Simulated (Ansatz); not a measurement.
## How methods differ on C2H6O3S (SMILES COS(=O)OC)

The species is C2H6O3S (12 atoms), meant as a singlet with charge 0. SMILES: `COS(=O)OC`. The coordinates come from a PBE0-D4/def2-TZVP relaxation. This is one conformer, not always the lowest.

```xyz
12

C    -1.1401   -1.4482    0.6867
O    -0.3388   -1.1616   -0.4551
S     1.1991   -0.7392   -0.1138
O     1.7811   -0.5809   -1.4227
O     0.9396    0.7233    0.5154
C     0.4894    1.7515   -0.3747
H    -2.0025   -2.0059    0.3256
H    -1.4716   -0.5261    1.1703
H    -0.5942   -2.0589    1.4123
H     1.1847    1.8643   -1.2065
H    -0.5062    1.5192   -0.7569
H     0.4595    2.6625    0.2193
```

Quantity: the atomisation enthalpy at 298 K, in kJ/mol. The values are calculated. The thermal term (zero-point and 298 K enthalpy, harmonic and unscaled) is that of HF/6-31G*; the spin-orbit lowering of the free atoms at 298 K, 3.1 kJ/mol by their spectra, is taken off.

**What was measured.** CRC Handbook of Chemistry and Physics gives the atomisation enthalpy at 298 K of the gas as 4250 kJ/mol.

```json
{"level": "BLYP/6-31G* (spherical functions)", "kind": "GGA", "program": "Ansatz", "value (kJ/mol)": "4122", "computed − measured": "-128"}
{"level": "PBE/6-31G* (spherical functions)", "kind": "GGA", "program": "Ansatz", "value (kJ/mol)": "4279", "computed − measured": "+29"}
{"level": "revPBE/6-31G* (spherical functions)", "kind": "GGA", "program": "Ansatz", "value (kJ/mol)": "4080", "computed − measured": "-170"}
{"level": "r2SCAN/6-31G* (spherical functions)", "kind": "meta-GGA", "program": "Ansatz", "value (kJ/mol)": "4140", "computed − measured": "-110"}
{"level": "B3LYP/6-31G* (spherical functions)", "kind": "global hybrid", "program": "Ansatz", "value (kJ/mol)": "4076", "computed − measured": "-174"}
{"level": "CAM-B3LYP/6-31G* (spherical functions)", "kind": "range-separated hybrid", "program": "Ansatz", "value (kJ/mol)": "4121", "computed − measured": "-129"}
{"level": "HSE06/6-31G* (spherical functions)", "kind": "range-separated hybrid", "program": "Ansatz", "value (kJ/mol)": "4111", "computed − measured": "-139"}
{"level": "PBE-QIDH/6-31G* (spherical functions)", "kind": "double hybrid", "program": "Ansatz", "value (kJ/mol)": "3942", "computed − measured": "-308"}
```

Nearest: PBE/6-31G* (spherical functions) (+29 kJ/mol); farthest: PBE-QIDH/6-31G* (spherical functions) (-308 kJ/mol). Computed less measured by kind, in kJ/mol (of the ab initio rows, those in 6-31G*): GGA -170 to +29; meta-GGA -110; global hybrid -174; range-separated hybrid -139 to -129; double hybrid -308.

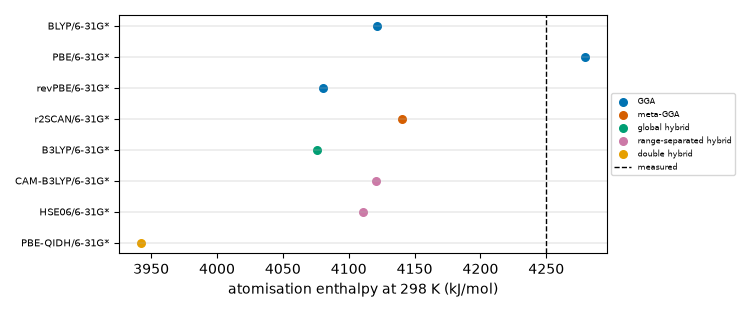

The values of the table, level by level.
